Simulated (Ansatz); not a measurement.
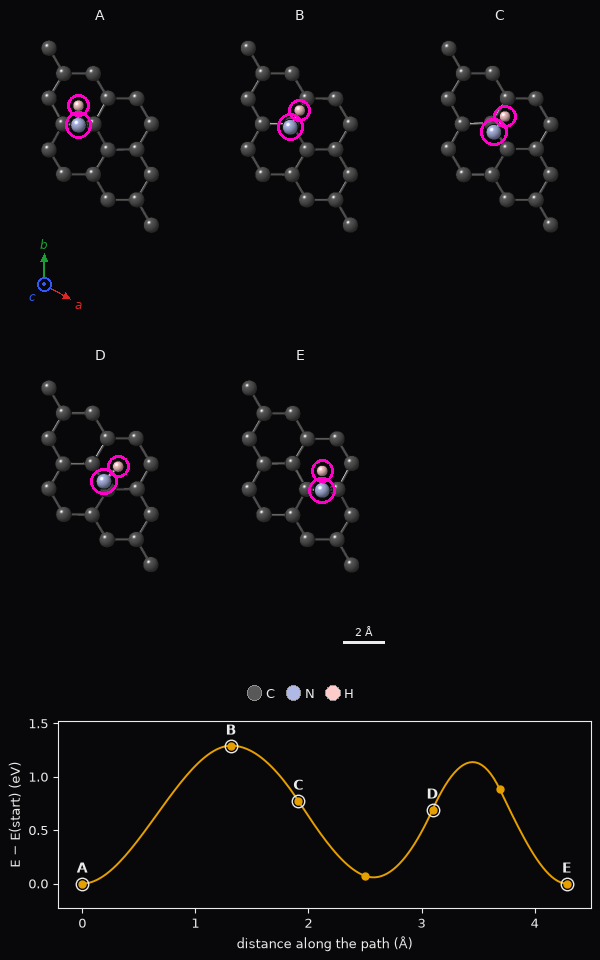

A search for the minimum-energy path of NH on graphene monolayer (20 atoms in the cell) by the nudged elastic band. Images are numbered from 0 (start) to 6 (end). Frames A to E are images 0, 1, 2, 4, 6. A ball-and-stick model of the simulation cell, with the vacuum cut short (origin moved), seen along the c axis. The atoms that move most are ringed. Bonds to atoms that aren't drawn are left out.

Level of theory: DFT PBE, scalar-relativistic, plane waves, PAW (Ansatz 0.2.0). Settings: plane-wave cutoff 420 eV; k-point mesh 2 × 2 × 1; Gaussian smearing 0.05 eV; 5 movable images; climbing image; force threshold 0.05 eV/Å; iteration limit 68; spring constant 2.0 eV/Å²; starting path by image-dependent pair potential.

What happens along the path, and what is the barrier?

Answer. The path has more than one stage, and so few images may leave a stage unresolved. The N atom travels furthest, 2.47 Å from end to end, on a path that bends up to 0.31 Å away from the straight line. It doesn't move alone: H (2.47 Å) moves with it. Breaking: 2 C–N (1.49 → 2.51–3.56 Å). Forming: 2 C–N (2.46–3.52 → 1.49 Å). The two ends have the same energy, and the highest point, image 1, lies 1.29 eV above the start. The profile has 2 maxima (images 1, 5) with a dip at image 3 (+0.07 eV), so the process runs in steps. The band converged in 29 iterations. The climbing image converged on the top of the path. A check of its curvatures didn't confirm a first-order saddle.

Limits of the set-up: the k-point mesh is coarse for a cell with partly filled bands; the periodic images lie only 7.4 Å apart, so the values are limited by the cell's size.

The run took 30 min on 1 thread of Intel(R) Xeon(R) Platinum 8488C (Sapphire Rapids), with other jobs on the host, peak memory 1 GiB.
